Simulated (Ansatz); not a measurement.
```
CELL_PARAMETERS angstrom
3.93467 0.00000 0.00000
0.00000 3.93467 0.00000
0.00000 0.00000 11.12960
ATOMIC_POSITIONS crystal
Ga 0.50000 0.00000 0.63204
Ga 0.00000 0.50000 0.87743
Ga 0.50000 0.00000 0.12257
Ga 0.00000 0.50000 0.36796
P 0.00000 0.00000 0.00000
P 0.50000 0.50000 0.24534
P 0.50000 0.50000 0.75466
As 0.00000 0.00000 0.50000
```

Space group P-4m2; a structure generated by program, which may or may not match a known phase.

The calculation used DFT PBE, scalar-relativistic, plane waves, PAW in Ansatz.

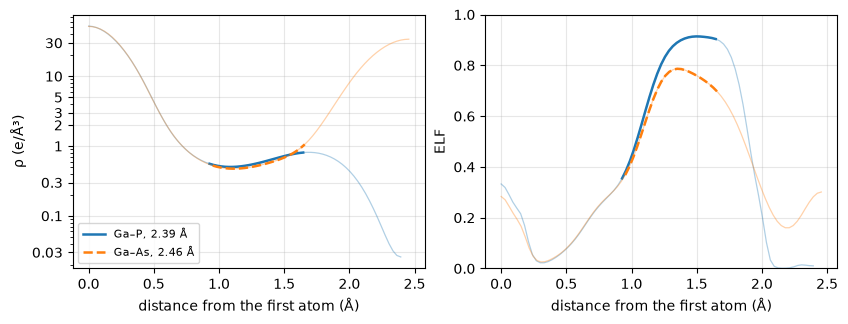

Ga4AsP3. Valence charge density (pseudo) and ELF along straight lines between neighbouring atoms. Thin, pale parts lie inside the atomic spheres.

Core electrons are frozen (PAW), and the valence fields are smoothed inside the atomic spheres.

Compare the contacts.

Answer. Ga–P (2.39 Å): ρ is about 0.52 e/Å³ halfway; the ELF peaks at about 0.90 in the valence shell of P, 0.9 Å from its nucleus, and is about 0.75 at the midpoint.
Ga–As (2.46 Å): ρ at the midpoint is about 0.49 e/Å³; the ELF peaks at about 0.80 between the atoms; a shared electron pair.
